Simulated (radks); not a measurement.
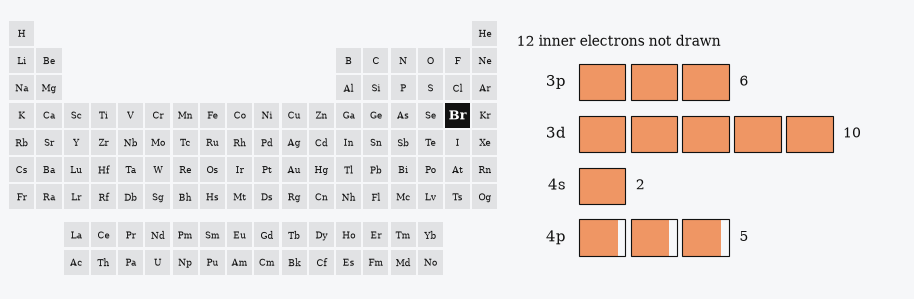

Fig. 1: Left, the place of bromine in the periodic table; right, the outer shells as the input fills them: a box for each of the 2l + 1 orbitals, shaded by the share of the shell that is filled, with the electron count at the right.

# Run report: Br, atomic calculation

System: a free Br atom in the configuration [Ar] 3d10 4s2 4p5 (4p1/2: 2, 4p3/2: 3).
Method: Dirac Kohn-Sham, PBE, spin-unpolarised, spherical densities, finite nucleus (the in-house radial solver radks).

**Input**
```
Z 35
configuration [Ar] 3d10 4s2 4p5
relativity Dirac
functional pbe,pbe
spin unpolarised
j_filling energy
nucleus finite rms 4.1629 fm
c 137.035999084
```

Energies in input and log are in hartree, lengths in bohr (the nuclear radius in fm).

Hardware: 1 CPU thread, shared host.

**The program's output**
```
1s1/2   1   2.0000        -489.25017331
2s1/2   1   2.0000         -63.65646030
2p1/2   1   2.0000         -57.32246503
2p3/2   1   4.0000         -55.57677477
3s1/2   1   2.0000          -8.74329438
3p1/2   1   2.0000          -6.54112725
3p3/2   1   4.0000          -6.28998394
3d3/2   1   4.0000          -2.47263522
3d5/2   1   6.0000          -2.43276319
4s1/2   1   2.0000          -0.73854279
4p1/2   1   2.0000          -0.30024760
4p3/2   1   3.0000          -0.28205520
Etot -2606.5766103847186
Ekin 2672.813367934664
Encl -6295.665042618395
Eh 1108.477385788099
Exc -92.20232148908656
err 2.008820784494732e-09
it 14
```

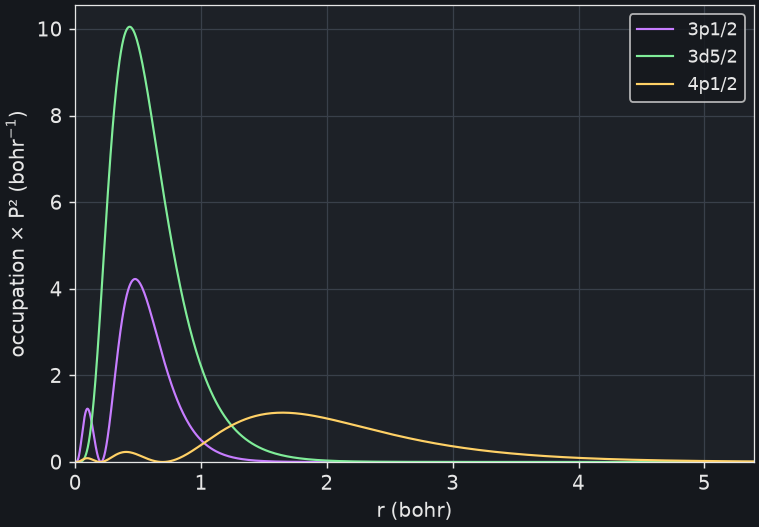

Fig. 2: The radial probability densities P² (large components) of 3d5/2, 4p1/2 and 3p1/2, each times its occupation. 3p1/2: outer maximum at 0.475 bohr, ⟨r⟩ = 0.557 bohr, 1 node, eigenvalue −178.0 eV; 3d5/2: outer maximum at 0.432 bohr, ⟨r⟩ = 0.592 bohr, 0 nodes, eigenvalue −66.2 eV; 4p1/2: outer maximum at 1.65 bohr, ⟨r⟩ = 2.07 bohr, 2 nodes, eigenvalue −8.17 eV.

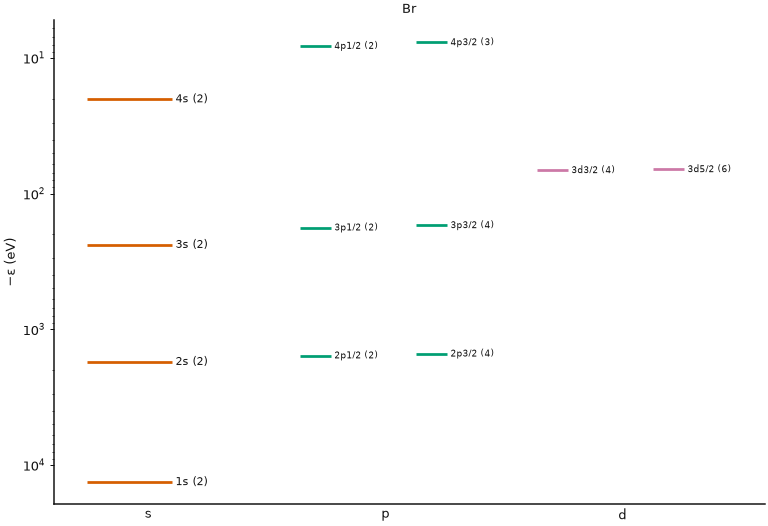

Fig. 3: All occupied levels, on a logarithmic scale of binding energy, are drawn (occupations in brackets, the lower j at the left of each column). The highest occupied level is 4p3/2 at −7.68 eV. The highest 7 occupied levels, from the top down, are 4p3/2 (−7.68 eV), 4p1/2 (−8.17 eV), 4s (−20.1 eV), 3d5/2 (−66.2 eV), 3d3/2 (−67.3 eV), 3p3/2 (−171.2 eV), 3p1/2 (−178.0 eV). Spin-orbit splittings: 4p 0.495 eV, 3d 1.08 eV, 3p 6.83 eV, 2p 47.5 eV. The measured ionisation energy (NIST) is 11.8 eV; minus the highest level, 7.68 eV, lies 35 % below it, as is usual for a semilocal functional, whose potential decays too fast.

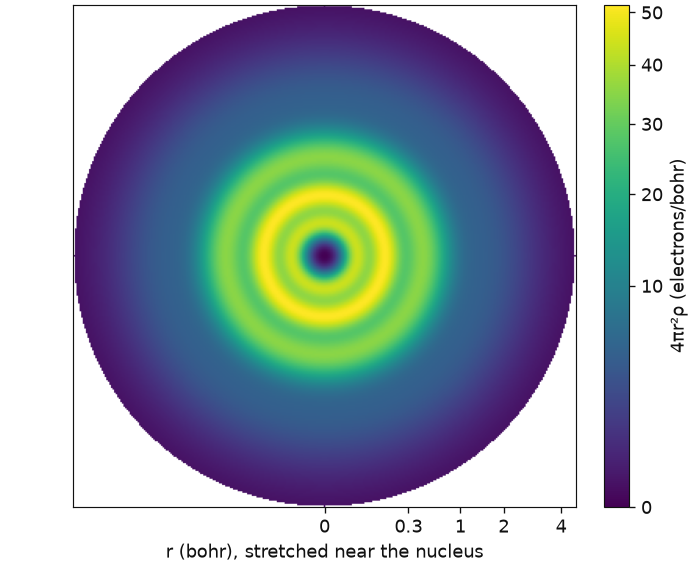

Fig. 4: The radial density 4πr²ρ as a disc about the nucleus, with the radius drawn as r to the power 0.4. There are 3 maxima, at r = 0.0300, 0.134 and 0.448 bohr, parted by minima at 0.0626 and 0.286 bohr, inside which lie 2.1 and 11.0 electrons. The configuration has 4 principal shells, so not every shell has a maximum of its own.

**Results in brief**

| quantity | value |
| --- | --- |
| outcome | converged |
| total energy | −2606.5766 hartree |
| kinetic energy | 2672.8134 hartree |
| electron–nucleus energy | −6295.6650 hartree |
| Hartree energy | 1108.4774 hartree |
| exchange–correlation energy | −92.202321 hartree |
| radius at density 0.001 e/bohr³ | 4.16 bohr |
| SCF iterations | 14 |
